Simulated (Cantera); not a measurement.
Feed: 1 mol CH₃SiCl₃, 12 mol H₂, held at 540 Pa.

These are equilibrium values from Cantera (NASA tables, ideal gas, pure condensed phases), not measurements of a reactor. Candidate condensed phases: C, C₆H₆, C₇H₈, C₈H₁₈, Si, SiC; 109 gas species. The feed counts by its element totals alone. The tables' values for SiCl₃, SiCl are old estimates; treat these amounts as uncertain. Rates play no part.

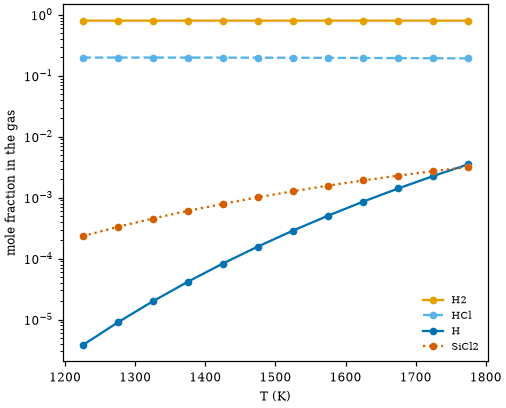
Equilibrium gas composition (values under 1e-9 drawn at 1e-9)

From 1225 K to 1775 K the condensed part is C(graphite) + SiC(s). The main Si-bearing gas is SiCl₄ at 1225 K and SiCl₂ at 1775 K. The share of Si in condensed phases is highest at 1275 K (99.2 %) and lowest at 1775 K (95.1 %).
